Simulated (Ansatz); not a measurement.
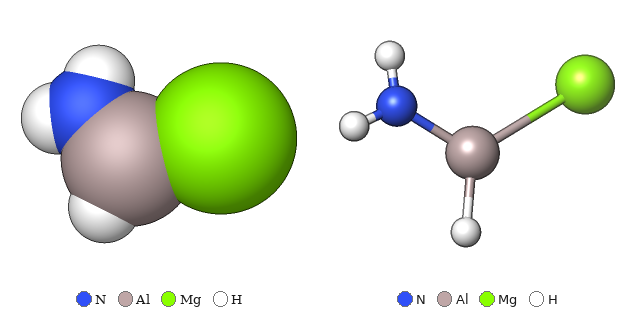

The same structure drawn twice, from different directions.

State: neutral, doublet. Computed geometry: PBE0-D4/def2-TZVP optimisation. No frequency run is at hand to confirm it as a minimum.

Identify the structure.

Formula AlH3MgN. SMILES: `[NH2][AlH][Mg]`. This geometry has Cs symmetry. It is an open-shell species. All atoms lie on one plane. Coordination: 1 N trigonal planar; 1 Al trigonal planar.

More results for the same structure follow; atom numbers are the same in all pictures, views and colours differ.

## Geometry

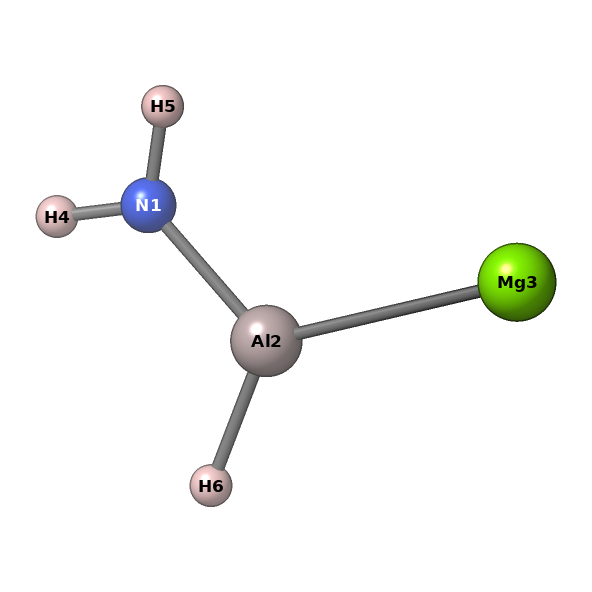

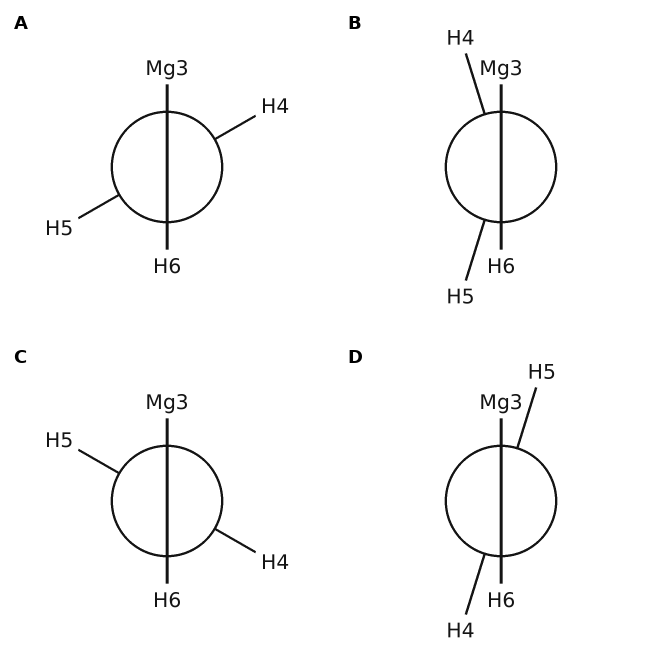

Depth is shown by fading: the farther an atom, the more it takes the colour of the background. Bonds that would overlap in a projection are set slightly apart. No frequency run is at hand to confirm it as a minimum.

Which Newman projection shows the view along Al2–N1, with Al2 in front?

D. The torsion angle Mg3–Al2–N1–H4 is 180°, antiperiplanar (anti).

## Dipole moment

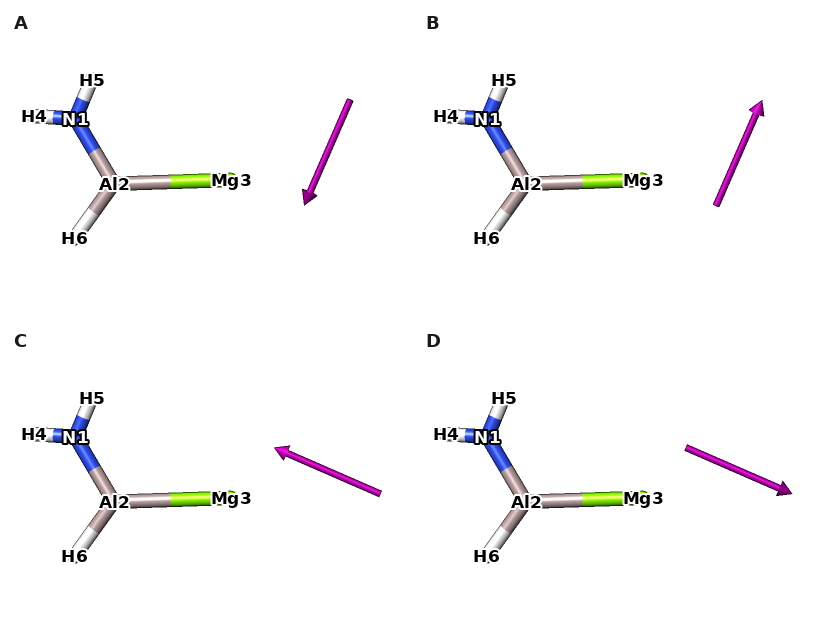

The same molecule four times, each with an arrow. No frequency run is at hand to confirm it as a minimum. Properties computed with UKS PBE0-D4/def2-TZVP (Ansatz 0.2.0).

Which arrow points along the dipole moment, from the negative to the positive end?

B. The dipole moment is 1.18 D; it points from the side of H6 to the side of H5 (the outermost atoms at the two ends).

## Electronic properties

No frequency run is at hand to confirm it as a minimum. Level of theory: UKS PBE0-D4/def2-TZVPP (Ansatz 0.2.0).

What is the HOMO energy (Kohn–Sham orbital)?

−4.39 eV.

Give the ⟨S²⟩ of the determinant at this level.

0.758.

## Charges

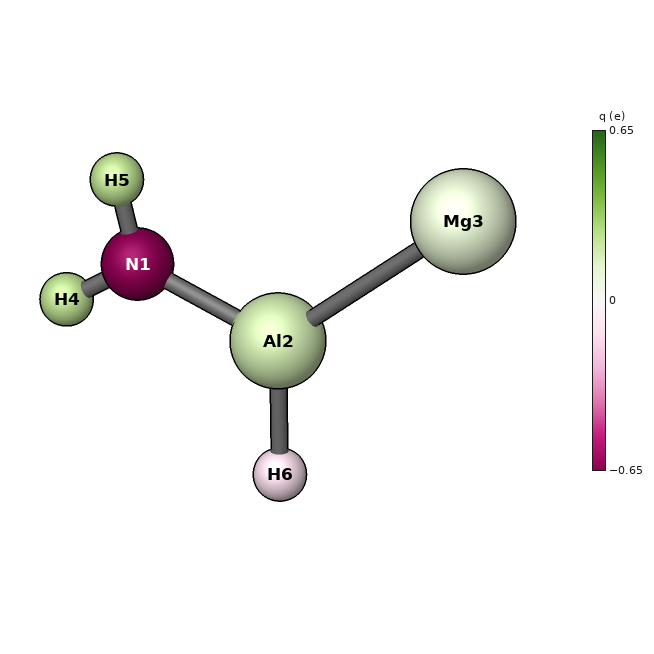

Atoms are coloured by their Mulliken charges. No frequency run is at hand to confirm it as a minimum. Level of theory: UKS PBE0-D4/def2-TZVP (Ansatz 0.2.0).

List the Mulliken charges.

```csv
atom,value (e)
N1,−0.64
Al2,0.18
Mg3,0.12
H4,0.23
H5,0.23
H6,−0.12
```

Mulliken values depend strongly on the basis set and can even reverse the polarity of a bond.
